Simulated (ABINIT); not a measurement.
# AlSi3 (Pm-3m): from the cell to the phonon bands, part 5 of 5

How does AlSi3 (Pm-3m) vibrate, and is this structure a minimum?

ABINIT 10.8.3; DFT PBE, scalar-relativistic, plane waves, PseudoDojo norm-conserving pseudopotentials.

So far. Step 6 (Linear response at Γ): The acoustic modes at Γ come out as far as 1.2 cm⁻¹ from zero, where they should vanish, a small numerical error. The lowest optical mode is imaginary, 40i cm⁻¹, an instability at this level and on this k mesh. Step 7 (Zone-centre analysis): The rule moves no optical mode by more than 0.1 cm⁻¹. The relaxed cell has a = 3.904 Å (conventional setting).

The structure was built from a prototype and need not be the compound's stable phase.

### 10. Dispersion

anaddb transforms the dynamical matrices to force constants and back along the path; points of the mesh come back as solved, but for the sum rule and, in polar crystals, the LO-TO term at Γ; the rest is interpolation.

The input, anaddb.abi:

```
ddb_filepath "all_DDB"
output_file "anaddb.abo"
outdata_prefix "anaddb"
ifcflag 1
ngqpt 2 2 2
nqshft 1
q1shft 0.0 0.0 0.0
asr 1
chneut 0
dipdip 0
dipquad 0
quadquad 0
enunit 0
eivec 0
nph1l 62
qph1l 
    0.0 0.0 0.0 1.0
    0.0 0.05 0.0 1.0
    0.0 0.1 0.0 1.0
    0.0 0.15 0.0 1.0
    0.0 0.2 0.0 1.0
    0.0 0.25 0.0 1.0
    0.0 0.3 0.0 1.0
    0.0 0.35 0.0 1.0
    0.0 0.4 0.0 1.0
    0.0 0.45 0.0 1.0
    0.0 0.5 0.0 1.0
    0.05 0.5 0.0 1.0
    0.1 0.5 0.0 1.0
    0.15 0.5 0.0 1.0
    0.2 0.5 0.0 1.0
    0.25 0.5 0.0 1.0
    0.3 0.5 0.0 1.0
    0.35 0.5 0.0 1.0
    0.4 0.5 0.0 1.0
    0.45 0.5 0.0 1.0
    0.5 0.5 0.0 1.0
    0.45 0.45 0.0 1.0
    0.4 0.4 0.0 1.0
    0.35 0.35 0.0 1.0
    0.3 0.3 0.0 1.0
    0.25 0.25 0.0 1.0
    0.2 0.2 0.0 1.0
    0.15 0.15 0.0 1.0
    0.1 0.1 0.0 1.0
    0.05 0.05 0.0 1.0
    0.0 0.0 0.0 1.0
    0.05 0.05 0.05 1.0
    0.1 0.1 0.1 1.0
    0.15 0.15 0.15 1.0
    0.2 0.2 0.2 1.0
    0.25 0.25 0.25 1.0
    0.3 0.3 0.3 1.0
    0.35 0.35 0.35 1.0
    0.4 0.4 0.4 1.0
    0.45 0.45 0.45 1.0
    0.5 0.5 0.5 1.0
    0.45 0.5 0.45 1.0
    0.4 0.5 0.4 1.0
    0.35 0.5 0.35 1.0
    0.3 0.5 0.3 1.0
    0.25 0.5 0.25 1.0
    0.2 0.5 0.2 1.0
    0.15 0.5 0.15 1.0
    0.1 0.5 0.1 1.0
    0.05 0.5 0.05 1.0
    0.0 0.5 0.0 1.0
    0.5 0.5 0.5 1.0
    0.5 0.5 0.45 1.0
    0.5 0.5 0.4 1.0
    0.5 0.5 0.35 1.0
    0.5 0.5 0.3 1.0
    0.5 0.5 0.25 1.0
    0.5 0.5 0.2 1.0
    0.5 0.5 0.15 1.0
    0.5 0.5 0.1 1.0
    0.5 0.5 0.05 1.0
    0.5 0.5 0.0 1.0
```

The input, mrgddb.in:

```
all_DDB
merged
4
dfpt_gammao_DDB
dfpt_qo_DS1_DDB
dfpt_qo_DS2_DDB
dfpt_qo_DS3_DDB
```

Launch:

```bash
mrgddb < mrgddb.in > mrgddb.log
OMP_NUM_THREADS=1 anaddb anaddb.abi > anaddb.log
```

anaddb.abo, the main output file:

```text
[banners, grids, parts of the stress and lines that vanish by symmetry left out]
-outvars_anaddb: echo values of input variables ----------------------

 Flags :
[...]
Phonon wavevector (reduced coordinates) :  0.00000  0.00000  0.00000
 Phonon energies in Hartree :
[...]
Phonon frequencies in cm-1    :
- -3.981812E+01 -3.981812E+01 -3.981812E+01  0.000000E+00  0.000000E+00
-  0.000000E+00  7.514662E+01  7.514662E+01  7.514662E+01  2.920678E+02
-  2.920678E+02  2.920678E+02
[...]
Phonon wavevector (reduced coordinates) :  0.00000  0.05000  0.00000
 Phonon energies in Hartree :
[...]
Phonon frequencies in cm-1    :
- -3.428190E+01 -3.428190E+01 -3.198649E+01  1.180395E+01  1.180395E+01
-  2.445502E+01  7.744026E+01  7.744026E+01  7.910689E+01  2.914047E+02
-  2.915051E+02  2.915051E+02
[...]
Phonon wavevector (reduced coordinates) :  0.00000  0.10000  0.00000
 Phonon energies in Hartree :
[...]
Phonon frequencies in cm-1    :
- -9.579939E+00 -9.579939E+00  2.293941E+01  2.377879E+01  2.377879E+01
-  4.952136E+01  8.441722E+01  8.441722E+01  8.961451E+01  2.894094E+02
-  2.898170E+02  2.898170E+02
[...]
Phonon wavevector (reduced coordinates) :  0.00000  0.15000  0.00000
 Phonon energies in Hartree :
[...]
Phonon frequencies in cm-1    :
-  3.136961E+01  3.136961E+01  3.974897E+01  3.974897E+01  5.279592E+01
-  7.491376E+01  9.611938E+01  9.611938E+01  1.038848E+02  2.860650E+02
-  2.870061E+02  2.870061E+02
[...]
Phonon wavevector (reduced coordinates) :  0.00000  0.20000  0.00000
 Phonon energies in Hartree :
[...]
Phonon frequencies in cm-1    :
-  4.201121E+01  4.201121E+01  5.521632E+01  5.521632E+01  7.448291E+01
-  9.966993E+01  1.117047E+02  1.117047E+02  1.194633E+02  2.813476E+02
-  2.830844E+02  2.830844E+02
[...]
Phonon wavevector (reduced coordinates) :  0.00000  0.25000  0.00000
 Phonon energies in Hartree :
[...]
Phonon frequencies in cm-1    :
-  5.067506E+01  5.067506E+01  6.646670E+01  6.646670E+01  9.270937E+01
-  1.231813E+02  1.292858E+02  1.292858E+02  1.346420E+02  2.752331E+02
-  2.780898E+02  2.780898E+02
  Phonon wavevector (reduced coordinates) :  0.00000  0.30000  0.00000
 Phonon energies in Hartree :
[...]
Phonon frequencies in cm-1    :
-  5.789589E+01  5.789589E+01  7.497987E+01  7.497987E+01  1.079960E+02
-  1.451663E+02  1.470270E+02  1.470270E+02  1.482749E+02  2.677110E+02
-  2.721209E+02  2.721209E+02
  Phonon wavevector (reduced coordinates) :  0.00000  0.35000  0.00000
 Phonon energies in Hartree :
[...]
Phonon frequencies in cm-1    :
[...]
-  2.654157E+02  2.654157E+02
  Phonon wavevector (reduced coordinates) :  0.00000  0.40000  0.00000
 Phonon energies in Hartree :
[...]
Phonon frequencies in cm-1    :
[...]
-  2.585379E+02  2.585379E+02
  Phonon wavevector (reduced coordinates) :  0.00000  0.45000  0.00000
 Phonon energies in Hartree :
[...]
Phonon frequencies in cm-1    :
[...]
-  2.527660E+02  2.527660E+02
  Phonon wavevector (reduced coordinates) :  0.00000  0.50000  0.00000
 Phonon energies in Hartree :
[...]
Phonon frequencies in cm-1    :
[...]
-  2.503492E+02  2.503492E+02
  Phonon wavevector (reduced coordinates) :  0.05000  0.50000  0.00000
 Phonon energies in Hartree :
[...]
Phonon frequencies in cm-1    :
[...]
-  2.497744E+02  2.507644E+02
  Phonon wavevector (reduced coordinates) :  0.10000  0.50000  0.00000
 Phonon energies in Hartree :
[...]
Phonon frequencies in cm-1    :
[...]
-  2.480527E+02  2.518924E+02
  Phonon wavevector (reduced coordinates) :  0.15000  0.50000  0.00000
 Phonon energies in Hartree :
[...]
Phonon frequencies in cm-1    :
[...]
-  2.451927E+02  2.534542E+02
[...]
-  2.795812E+02  2.795812E+02
  Phonon wavevector (reduced coordinates) :  0.25000  0.25000  0.25000
 Phonon energies in Hartree :
[...]
Phonon frequencies in cm-1    :
[...]
-  1.569982E+02  1.569982E+02  1.582774E+02  2.156122E+02  2.201000E+02
-  2.800905E+02  2.800905E+02
  Phonon wavevector (reduced coordinates) :  0.30000  0.30000  0.30000
 Phonon energies in Hartree :
[...]
Phonon frequencies in cm-1    :
-  8.304896E+00  8.304896E+00  5.477412E+01  5.477412E+01  1.311125E+02
-  1.489885E+02  1.520909E+02  1.520909E+02  2.136862E+02  2.497438E+02
-  2.863436E+02  2.863436E+02
  Phonon wavevector (reduced coordinates) :  0.35000  0.35000  0.35000
 Phonon energies in Hartree :
[...]
Phonon frequencies in cm-1    :
- -4.203730E+01 -4.203730E+01  2.097145E+01  2.097145E+01  1.086643E+02
-  1.267996E+02  1.392950E+02  1.392950E+02  2.280103E+02  2.764218E+02
-  2.958304E+02  2.958304E+02
  Phonon wavevector (reduced coordinates) :  0.40000  0.40000  0.40000
 Phonon energies in Hartree :
[...]
Phonon frequencies in cm-1    :
- -6.332866E+01 -6.332866E+01 -4.274071E+01 -4.274071E+01  4.560005E+01
[...]
-  3.049779E+02  3.049779E+02
  Phonon wavevector (reduced coordinates) :  0.45000  0.45000  0.45000
 Phonon energies in Hartree :
[...]
Phonon frequencies in cm-1    :
[...]
-  3.113375E+02  3.113375E+02
  Phonon wavevector (reduced coordinates) :  0.50000  0.50000  0.50000
 Phonon energies in Hartree :
[...]
Phonon frequencies in cm-1    :
[...]
Phonon wavevector (reduced coordinates) :  0.50000  0.50000  0.05000
 Phonon energies in Hartree :
[...]
Phonon frequencies in cm-1    :
[...]
-  2.627168E+02  2.627168E+02
  Phonon wavevector (reduced coordinates) :  0.50000  0.50000  0.00000
 Phonon energies in Hartree :
[...]
Phonon frequencies in cm-1    :
-  1.211882E+01  8.687663E+01  8.687663E+01  1.397007E+02  1.419325E+02
-  1.668554E+02  1.783047E+02  1.783047E+02  2.007390E+02  2.048515E+02
-  2.603981E+02  2.603981E+02
-
```

Elapsed: 0.54 s, on 1 thread of Arm Neoverse V1, shared host.

Read from the output:

```
lowest frequency on the path : -81.55 cm⁻¹
```

Anaddb. The phonon branches at the labelled points (cm⁻¹):

```csv
point,branch 1,branch 2,branch 3,branch 4,branch 9,branch 10,branch 11,branch 12
Γ,-40,-40,-40,0,75,292,292,292
X,71,71,90,90,207,232,250,250
M,12,87,87,140,201,205,260,260
Γ,-40,-40,-40,0,75,292,292,292
R,-82,-82,-82,-62,256,314,314,314
X,71,71,90,90,207,232,250,250
jump to R,-82,-82,-82,-62,256,314,314,314
M,12,87,87,140,201,205,260,260
```

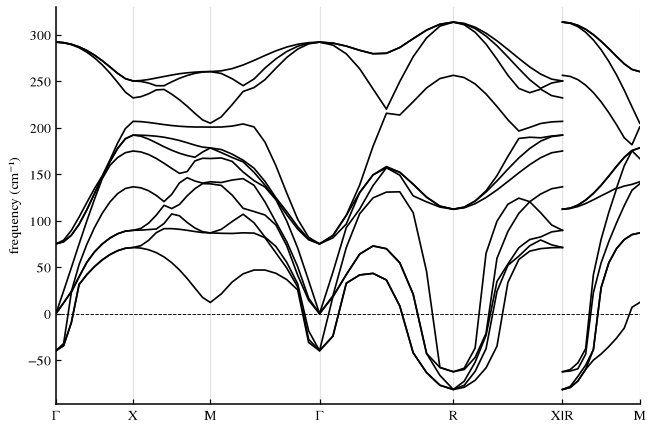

Phonon branches along the path.

The path dips to 82i cm⁻¹.

### 11. Density of states

Sums over the zone need many more wavevectors than were solved, so the interpolation is sampled on a dense mesh.

The input, anaddb.abi:

```
ddb_filepath "all_DDB"
output_file "anaddb.abo"
outdata_prefix "anaddb"
ifcflag 1
ngqpt 2 2 2
nqshft 1
q1shft 0.0 0.0 0.0
asr 1
chneut 0
dipdip 0
dipquad 0
quadquad 0
prtdos 2
ng2qpt 12 12 12
dosdeltae 4.5563e-06
ntemper 11
temperinc 100.0
tempermin 0.0
```

Launch:

```bash
OMP_NUM_THREADS=1 anaddb anaddb.abi > anaddb.log
```

anaddb.abo, the main output file:

```text
-outvars_anaddb: echo values of input variables ----------------------

 Flags :
     ifcflag         1
 Miscellaneous information :
         asr         1
      chneut         0
 Interatomic Force Constants Inputs :
      dipdip         0
     dipquad         0
    quadquad         0
      ifcana         0
      ifcout         0
 Description of grid 1 :
        brav         1
       ngqpt         2         2         2
      nqshft         1
      q1shft
                     0.00000000E+00  0.00000000E+00  0.00000000E+00
 Phonon DOS information :
   dosdeltae  4.55630000E-06
    dossmear  4.55633525E-06
 Description of grid 2 (Fourier interp. or BZ sampling):
      ng2qpt        12        12        12
      ngrids         4
      q2shft         0.00000000E+00  0.00000000E+00  0.00000000E+00

================================================================================

 read the DDB information and perform some checks

  ==== Info on the Cryst% object ====
 Real(R)+Recip(G) space primitive vectors, cartesian coordinates (Bohr,Bohr^-1):
 R(1)=  7.3781041  0.0000000  0.0000000  G(1)=  0.1355362  0.0000000  0.0000000
 R(2)=  0.0000000  7.3781041  0.0000000  G(2)=  0.0000000  0.1355362  0.0000000
 R(3)=  0.0000000  0.0000000  7.3781041  G(3)=  0.0000000  0.0000000  0.1355362
 Unit cell volume ucvol=  4.0163758E+02 bohr^3
 Angles (23,13,12)=  9.00000000E+01  9.00000000E+01  9.00000000E+01 degrees
 Time-reversal symmetry is present
 Reduced atomic positions [iatom, xred, symbol]:
    1)    0.0000000  0.0000000  0.0000000  Al
    2)    0.0000000  0.5000000  0.5000000  Si
    3)    0.5000000  0.0000000  0.5000000  Si
    4)    0.5000000  0.5000000  0.0000000  Si

 DDB file with 4 blocks has been read.

================================================================================

 Calculation of the interatomic forces

       Homogeneous q point set in the B.Z.
 Grid q points  :        8
  1)   0.00000000E+00  0.00000000E+00  0.00000000E+00
  2)   5.00000000E-01  0.00000000E+00  0.00000000E+00
  3)   0.00000000E+00  5.00000000E-01  0.00000000E+00
  4)   5.00000000E-01  5.00000000E-01  0.00000000E+00
  5)   0.00000000E+00  0.00000000E+00  5.00000000E-01
  6)   5.00000000E-01  0.00000000E+00  5.00000000E-01
  7)   0.00000000E+00  5.00000000E-01  5.00000000E-01
  8)   5.00000000E-01  5.00000000E-01  5.00000000E-01

 The interatomic forces have been obtained

================================================================================

 Calculation of phonon density of states

 Average speed of sound partial sums:     0.1670648536E-02 (at units)
-                                   =           3.6549 [km/s]

 Debye frequency from partial sums:     0.8825865522E-03 (Ha)
-                                 =     0.5807140546E+01 (THz)
-Debye temperature from partial sums:     0.2786987904E+03 (K)

 Average speed of sound:     0.5070977931E-04 (at units)
-                      =           0.1109 [km/s]

 Debye frequency from DOS:     0.2678945830E-04 (Ha)
-                        =     0.1762661680E+00 (THz)
-Debye temperature from DOS:     0.8459441860E+01 (K)

-
```

The job ended after 0.77 s (1 thread).

This step gave:

- share of modes beyond 3i cm⁻¹ on the dense interpolated mesh: 0.0278

The phonon density of states has structure finer than the step of the table below, so its rows give means over 20 cm⁻¹, whole bins alone (the curve runs from -112 to 341 cm⁻¹). Peaks (cm⁻¹: height): 83.5: 0.0741, 134.4: 0.0680, 143.4: 0.0769, 203.4: 0.0557, 236.4: 0.0392, 275.4: 0.0732.

Tetrahedra. Table of phonon density of states by wavenumber; means over each step:

```csv
wavenumber (cm⁻¹),phonon density of states (1/cm⁻¹/cell)
-100,0
-80,6.0e-4
-60,0.00395
-40,0.00508
-20,0.00516
0,0.00611
20,0.0101
40,0.0318
60,0.0460
80,0.0631
100,0.0394
120,0.0450
140,0.0653
160,0.0555
180,0.0349
200,0.0278
220,0.0127
240,0.0313
260,0.0490
280,0.0554
300,0.0118
320,4.6e-4
```

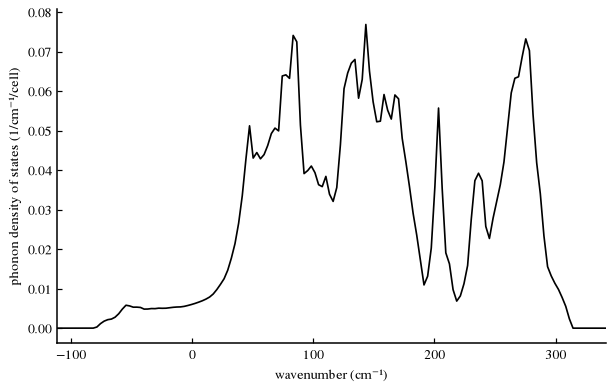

Phonon density of states against wavenumber.

### 12. Outcome

```json
{
  "space group after relaxation": "Pm-3m",
  "volume per atom": "14.9 Å³",
  "highest optical zone-centre mode (no LO-TO term)": "292.1 cm⁻¹",
  "lowest optical zone-centre mode": "-39.8 cm⁻¹",
  "q mesh": "2×2×2",
  "lowest mode on the q mesh (acoustic ones at the zone centre apart)": "-81.5 cm⁻¹",
  "imaginary modes on the q mesh": "yes"
}
```

AlSi3 (Pm-3m) is unstable: a mode solved on the 2×2×2 mesh is imaginary, 82i cm⁻¹; its spectrum reaches 314 cm⁻¹. At the PBE level the optical modes of AlSi3 (Pm-3m) at the zone centre run from 40i to 292 cm⁻¹, so the structure is a saddle point, with 3 modes beyond 10i cm⁻¹ there. The most unstable solved mode lies at q = (0.5, 0.5, 0.5), on the zone boundary, so the distortion that it points to doubles the cell. These are harmonic frequencies at zero temperature: anharmonic shifts and linewidths and thermal expansion are left out. In a metal the frequencies hang on the k mesh and the smearing, most of all near Kohn anomalies. The runs are without spin polarisation, although the cell has an odd electron count or an open d or f shell, so a magnetic state was not tested. The q mesh stands for a supercell only 7.8 Å across, so branches between the solved wavevectors are rough. The structure is a hypothetical one, built on a prototype.

[Host names and launcher messages were left out of these logs when they were recorded.]

[Logs are printed without paths, hosts, clocks, repeated set-up lines and the standing remarks that a program may print on its own settings, such as how far it seeks lower states.]

[Hosts, paths, dates, database ids (printed as entryN), source tags and the programs' standing remarks are cut or masked in the printed files.]
